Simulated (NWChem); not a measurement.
# AlNH4 (AlH2(NH2)): a first try and a second

Aim: a single-point energy of AlNH4 (AlH2(NH2)) at QCISD/6-311+G*.

The results are computed with NWChem 7.3.0.

3 further runs of the same task are left out: 1 that didn't finish, 2 set aside as unsound or not needed.

### Step 1. Starting point

The species is AlNH4 (6 atoms), meant as a singlet with charge 0. As SMILES, `[H][Al]([H])[NH2]`. Geometry: a GFN2-xTB relaxation, a rough one for these elements and not checked as a minimum.

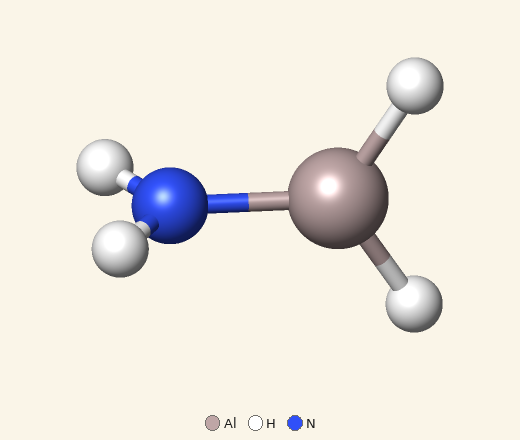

Viewed from a chosen angle; aluminium light grey, hydrogen white, nitrogen blue.

### Step 2. First attempt

alh4n.nw

```
echo
start alh4n
title "AlH4N"
memory total 2200 mb
geometry noautosym nocenter noautoz
  Al       0.411220       0.709780       0.004090
  H        1.951140       0.754090       0.040220
  H       -0.317540       2.068550      -0.020570
  N       -0.477760      -0.827010      -0.006690
  H       -0.803830      -1.337930      -0.819770
  H       -0.403830      -1.337930      -0.819770
end
basis spherical bse
  Al library 6-311+G*
  H library 6-311+G*
  N library 6-311+G*
end
scf
  singlet
  rhf
  maxiter 60
  noprint "final vectors analysis"
end
tce
  scf
  qcisd
  freeze core 6
  maxiter 100
end
task tce energy
```

The run is started by

```bash
$ nwchem alh4n.nw > alh4n.out
```

What it wrote:

```text
[...]
  functions       =    64
[...]
  wavefunction    = RHF
[...]
         Total SCF energy =   -298.272997275595
      One-electron energy =   -519.558002944063
      Two-electron energy =    167.392165056853
 Nuclear repulsion energy =     53.892840611616
        Time for solution =      2.8s
[...]
         Wavefunction type : Restricted Hartree-Fock
          No. of electrons :    24
[...]
         Spin multiplicity : singlet
[...]
```

It took 12 s on 1 thread of Intel Xeon Platinum 8488C (Sapphire Rapids), shared host; peak memory 0.47 GiB.

### Step 3. Diagnosis

The run finished; that doesn't make the result usable.

The fault: two atoms lie on top of or far too near each other. As the program read them, the closest atoms are 0.40 Å apart, against 1.01 Å in the sound input.

### Step 4. Try two

alh4n.nw

```
start alh4n
title "AlH4N"
memory 2200 mb
geometry noautosym nocenter
   zmatrix
     Al
     H 1 1.540981
     H 1 1.542062 2 116.57065
     N 1 1.775423 2 121.6953 3 -179.93193
     H 4 1.01413 1 127.00947 2 -93.23366
     H 4 1.014276 5 106.31125 1 179.82272
   end
end
basis spherical bse
   Al library 6-311+G*
   H library 6-311+G*
   N library 6-311+G*
end
scf
   singlet
   rhf
   maxiter 60
end
tce
   scf
   qcisd
   freeze core 6
   maxiter 100
end
task tce energy
```

The run is started by

```bash
$ nwchem alh4n.nw > alh4n.out
```

What it wrote:

```text
[...]
  functions       =    64
[...]
  wavefunction    = RHF
[...]
         Total SCF energy =   -298.713998902175
      One-electron energy =   -518.293182533298
      Two-electron energy =    167.081905345775
 Nuclear repulsion energy =     52.497278285348
        Time for solution =      2.1s
[...]
         Wavefunction type : Restricted Hartree-Fock
          No. of electrons :    24
[...]
         Spin multiplicity : singlet
[...]
```

Wall time 12 s (1 thread of Intel Xeon Platinum 8488C (Sapphire Rapids), shared host); peak memory 0.48 GiB.

### Step 5. Summary of results

Level: QCISD/6-311+G*.

```
                                   quantity          value
                               total energy  -298.96840 Eh
        HOMO energy (Hartree–Fock orbitals)      -10.17 eV
        LUMO energy (Hartree–Fock orbitals)        0.87 eV
      HOMO–LUMO gap (Hartree–Fock orbitals)       11.04 eV
correlation energy (6 core orbitals frozen)     -254.4 mEh
```

In words: The first attempt's energy was +12.000 eV off this one. Mulliken charges run from -1.17 on N4 to +0.91 on Al1; in a basis this large or diffuse they mean little.
